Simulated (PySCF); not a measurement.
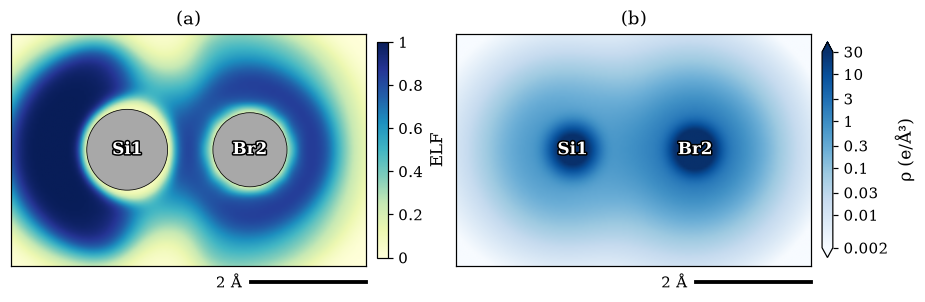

The picture shows: SiBr (charge +1). (a) ELF; (b) total electron density on a plane that holds the molecular axis. Grey discs cover the atomic cores in the ELF map.

These are results of PySCF 2.14.0, PBE0/def2-SVP, non-relativistic Hamiltonian with scalar-relativistic core potentials where named, at a bond length of 2.125 Å, not measurements.

What does the map show?

The plane passes through Si and Br nuclei.
Si–Br (2.12 Å): ρ is about 0.9 e/Å³ halfway; the ELF peaks at about 0.80 between the atoms, as expected for a short, strongly polar bond.
The ELF also peaks beside Br2 and Si1, away from the bonds: lone-pair regions.
